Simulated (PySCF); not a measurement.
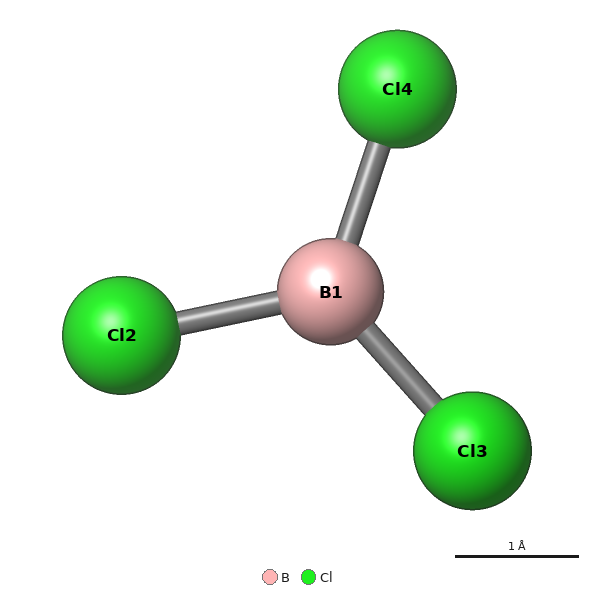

Orthographic view. Atoms fade into the background with distance from the viewer. The geometry was computed by an optimisation with PBE0-D3(BJ)/def2-SVP. No frequency run is at hand to confirm it as a minimum.

Write a Z-matrix (Å, degrees) in the order of the atom numbers, with these reference atoms: 2 to 1; 3 to 1, 2; 4 to 1, 2, 3.

```
B  
Cl   1   1.742
Cl   1   1.742   2   119.9
Cl   1   1.742   2   120.0   3   180.0
```
